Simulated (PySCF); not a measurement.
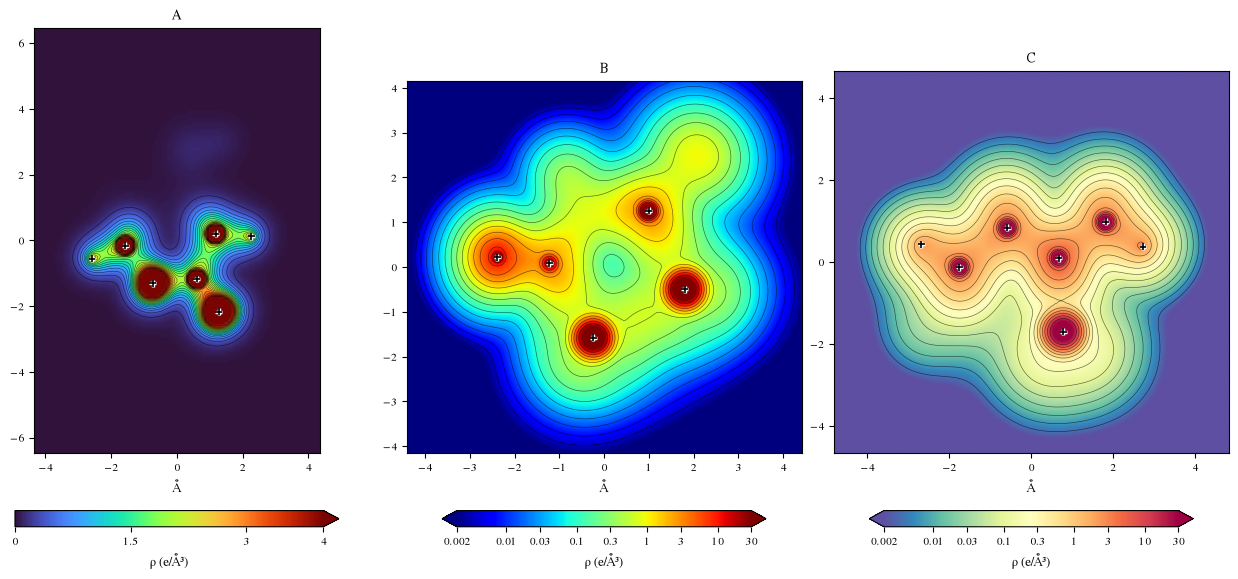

The electron density of 3 systems, each on a plane through atoms (crosses mark nuclei in the plane).

These are results of PBE0/pcSseg-1, SCF density, gas phase, non-relativistic in PySCF 2.14.0, not measurements.

System 1: C5H11NO2Si, the plane of atoms C7, C9 and H19. Geometry: GFN2-xTB.

```yaml
atoms:
  - { symbol: C, position_ang: [2.8449, 0.3360, -0.7730] }
  - { symbol: N, position_ang: [1.6589, -0.4918, -0.7819] }
  - { symbol: Si, position_ang: [0.4472, -0.3758, 0.4321] }
  - { symbol: C, position_ang: [-0.3922, 1.3306, 0.2951] }
  - { symbol: C, position_ang: [-1.7954, 1.1163, -0.2703] }
  - { symbol: O, position_ang: [-2.5598, 0.2051, 0.4987] }
  - { symbol: C, position_ang: [-2.1800, -1.0802, 0.6305] }
  - { symbol: O, position_ang: [-2.8137, -1.7951, 1.3615] }
  - { symbol: C, position_ang: [-0.9652, -1.5225, -0.1176] }
  - { symbol: H, position_ang: [2.5827, 1.3194, -0.3927] }
  - { symbol: H, position_ang: [3.2321, 0.4420, -1.7873] }
  - { symbol: H, position_ang: [3.6346, -0.0754, -0.1381] }
  - { symbol: H, position_ang: [1.8620, -1.4079, -1.1555] }
  - { symbol: H, position_ang: [0.8286, -0.6518, 1.8266] }
  - { symbol: H, position_ang: [-0.4801, 1.8128, 1.2673] }
  - { symbol: H, position_ang: [0.1392, 2.0170, -0.3613] }
  - { symbol: H, position_ang: [-1.7356, 0.7746, -1.3104] }
  - { symbol: H, position_ang: [-2.3778, 2.0417, -0.2448] }
  - { symbol: H, position_ang: [-0.8023, -2.5745, 0.0977] }
  - { symbol: H, position_ang: [-1.1333, -1.4099, -1.1882] }
```

System 2: C4H12AlN (SMILES CCC[N](C)[AlH2]), the plane of atoms C3, N4 and Al6. Geometry: GFN2-xTB.

```xyz
18

C     1.8415    0.3766   -0.8169
C     1.4345   -0.5986    0.2745
C     0.0116   -1.1117    0.0810
N    -0.9313   -0.0108    0.1976
C    -2.3098   -0.4653    0.1078
Al   -0.4585    1.7035    0.4717
H     2.8696    0.7063   -0.6836
H     1.7391   -0.0740   -1.8015
H     1.1919    1.2665   -0.7855
H     1.4774   -0.0900    1.2451
H     2.1279   -1.4419    0.2952
H    -0.0812   -1.5926   -0.9053
H    -0.2039   -1.8786    0.8401
H    -2.4943   -0.9907   -0.8360
H    -2.5665   -1.1450    0.9295
H    -2.9673    0.4047    0.1552
H    -0.9199    2.7647   -0.5526
H     0.2305    2.1831    1.7721
```

System 3: C3H7ClOSi2 (SMILES O=C1C[C@H](Cl)[SiH2][SiH2]1), the plane of atoms C4, Si6 and Si7. Geometry: GFN2-xTB.

```yaml
atoms:
  - { symbol: O, position_ang: [0.0834, -2.6414, 0.6385] }
  - { symbol: C, position_ang: [0.1646, -1.5112, 0.2275] }
  - { symbol: C, position_ang: [-0.9877, -0.8086, -0.4696] }
  - { symbol: C, position_ang: [-1.1583, 0.6140, 0.0442] }
  - { symbol: Cl, position_ang: [-2.3413, 1.4879, -0.9884] }
  - { symbol: Si, position_ang: [0.5381, 1.5477, 0.0803] }
  - { symbol: Si, position_ang: [1.7492, -0.4021, 0.3951] }
  - { symbol: H, position_ang: [-0.7321, -0.7793, -1.5343] }
  - { symbol: H, position_ang: [-1.9051, -1.3934, -0.3596] }
  - { symbol: H, position_ang: [-1.6165, 0.5897, 1.0352] }
  - { symbol: H, position_ang: [0.4527, 2.5736, 1.1225] }
  - { symbol: H, position_ang: [0.6921, 2.2312, -1.2061] }
  - { symbol: H, position_ang: [2.3950, -0.7079, 1.6705] }
  - { symbol: H, position_ang: [2.6653, -0.8007, -0.6778] }
```

Question: Which map belongs to which system?

Answer: Panel A is system 1, C5H11NO2Si: the plane holds C, O and H. C–O (1.20 Å): ρ at the midpoint is about 3.3 e/Å³. Panel B is system 3, C3H7ClOSi2: the plane holds O, C and Si. C–O (1.21 Å): ρ is about 3.3 e/Å³ halfway. Panel C is system 2, C4H12AlN: the plane holds C, N, Al and H. C–N (1.45 Å): ρ is about 1.9 e/Å³ halfway.
